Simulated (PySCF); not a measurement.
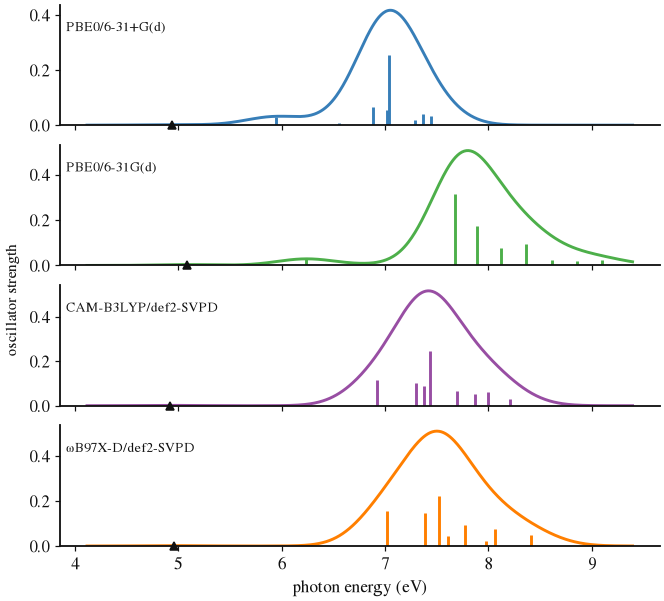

Vertical TDDFT spectra of C₅H₉N, SMILES C=CCCN=C at one geometry and several levels (PySCF, at a PBE0-D3(BJ)/def2-SVP geometry (no frequency check)); sticks with Gaussians of 1/e half-width 0.40 eV, the triangle marks S1, which has the same leading orbital pair at all these levels. Only the lowest states were computed, so the high end is incomplete. States within 0.01 eV of each other are merged, with their strengths summed. The highest state may be half of a pair whose partner wasn't computed.

Q: How far does S1 move with the level of theory?

A: From lowest to highest: CAM-B3LYP/def2-SVPD 4.92 eV, PBE0/6-31+G(d) 4.94 eV, ωB97X-D/def2-SVPD 4.96 eV, PBE0/6-31G(d) 5.09 eV; a spread of 0.17 eV.

Caveats, for all or some of the runs: 6-31G(d) has no diffuse functions, so states with Rydberg character are missing or too high; core orbitals are frozen in the response; one conformer of a flexible molecule; states above the negative HOMO energy depend on the basis.
